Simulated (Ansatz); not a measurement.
# C3H5ClSi: energies of removing a hydrogen in Python

Aim: energies of removing a hydrogen, for C3H5ClSi, run from a script. SMILES: C=C=C([SiH3])Cl.

All numbers are computed with Ansatz 0.2.0 through its Python package. Level of theory: r2SCAN0/6-31G.

### 1 The structure

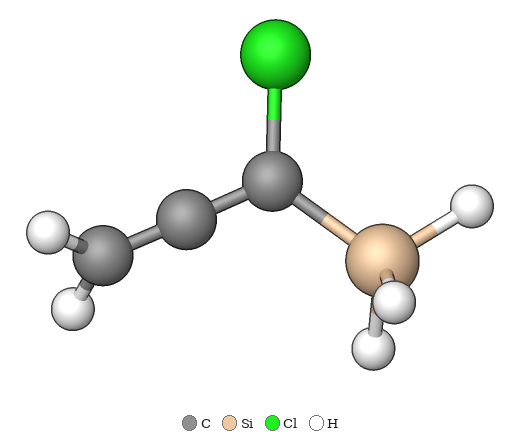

The starting structure, viewed from a chosen angle; carbon grey, silicon light orange, chlorine green, hydrogen white.

The script reads c3h5clsi.xyz:

```xyz
10

C    -0.65090    1.95990   -0.50100
C    -0.35650    0.75000   -0.55470
C    -0.04180   -0.49820   -0.62870
Si    0.65790   -1.34520    0.87860
Cl   -0.15670   -1.21570   -2.20230
H    -0.19530    2.75290   -1.13470
H    -1.49350    2.33550    0.11840
H     0.74760   -2.80250    0.64540
H    -0.34890   -1.14210    2.06330
H     1.92120   -0.84580    1.31860
```

### 2 The code

bde_c3h5clsi.py

```python
"""X-H bond energies of C3H5ClSi without relaxation."""

import ansatz

BASIS_SET = "6-31G"
FUNCTIONAL = "r2scan0"


def total_energy(molecule, charge=0, unpaired=0):
    calc = (
        molecule.calculation()
        .basis(gaussian=BASIS_SET)
        .functional(FUNCTIONAL)
    )
    if charge:
        calc = calc.charge(charge)
    if unpaired:
        calc = calc.spin("collinear", total=unpaired)
    report = calc.run(threads=1).report
    if report["published_state_doubts"]:
        print("  doubts:", report["published_state_doubts"])
    return report["free_energy_ev"]

def without(molecule, index):
    rest = ansatz.Crystal.molecule()
    for i, site in enumerate(molecule.cartesian_sites):
        if i != index:
            rest = rest.atom(site.symbol, site.position_ang)
    return rest


def main() -> None:
    system = ansatz.Crystal.molecule_from_extxyz("c3h5clsi.xyz")

    whole = total_energy(system, 0)
    hydrogen = total_energy(ansatz.Crystal.molecule().atom("H", (0, 0, 0)), 0, 1)
    print(f"E(molecule) = {whole:.5f} eV, E(H) = {hydrogen:.5f} eV")
    for index in [6, 9]:
        radical = total_energy(without(system, index), 0, 1)
        print(f"H{index}: homolysis {23.060548 * (radical + hydrogen - whole):.1f} kcal/mol")
        anion = total_energy(without(system, index), -1)
        print(f"H{index}: loss of a proton {23.060548 * (anion - whole):.1f} kcal/mol")


if __name__ == "__main__":
    main()
```

### 3 Running it

The run is started by

```
$ python bde_c3h5clsi.py
```

The log of the run:

```text
E(molecule) = -23582.61571 eV, E(H) = -13.55743 eV
H6: homolysis 96.4 kcal/mol
H6: loss of a proton 381.0 kcal/mol
H9: homolysis 83.7 kcal/mol
H9: loss of a proton 369.3 kcal/mol
```

It took 39 s on 1 thread of Arm Neoverse V2, shared host; peak memory 0.3 GiB.

### 4 What the script built

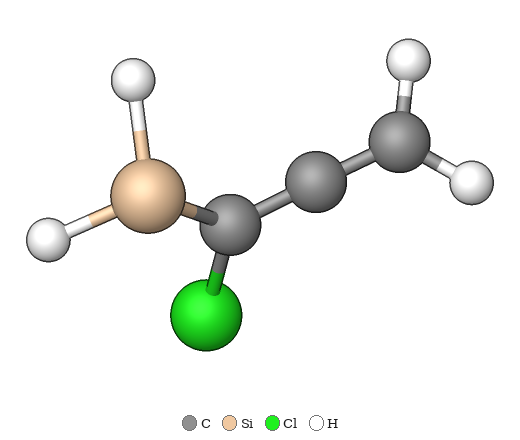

The system of run 6 as the script built it (9 atoms; carbon grey, silicon light orange, chlorine green, hydrogen white).

### 5 The runs side by side

The 6 runs, in the order started:

```csv
run,system,unpaired or total moment,energy (eV),<S²>,SCF cycles,CPU time (s)
1,C3H5ClSi,not set,-23582.6157,0.00,17,5.2
2,H,1,-13.5574,0.75,8,0.26
3,C3H4ClSi,1,-23564.8771,0.83,22,9.6
4,"C3H4ClSi, charge -1",not set,-23566.0920,0.00,18,5.1
5,C3H4ClSi,1,-23565.4276,0.78,34,14
6,"C3H4ClSi, charge -1",not set,-23566.6001,0.00,18,4.8
```

Totals carry meaning only in balanced differences at one level of theory.

### 6 Outcome

| quantity | value |
| --- | --- |
| weakest bond to hydrogen among those tried (homolysis) | H9 (counted from 0), 83.7 kcal/mol |
| easiest loss of a proton among those tried | H9, 369.3 kcal/mol |
| runs compared | 6 |

**Reading.** Atoms are numbered as in the script, from 0. The fragments aren't relaxed and zero-point energy is left out, so these aren't bond dissociation enthalpies. Losing a bare proton in the gas phase costs far more than homolysis, as charges must be parted. All 6 runs converged (8 to 34 cycles). The geometry is a force-field or estimated start, not a minimum of this method, and the basis set is short of its limit. All parts are taken at fixed geometry, without zero-point energy. Anions want diffuse functions, which this basis lacks.
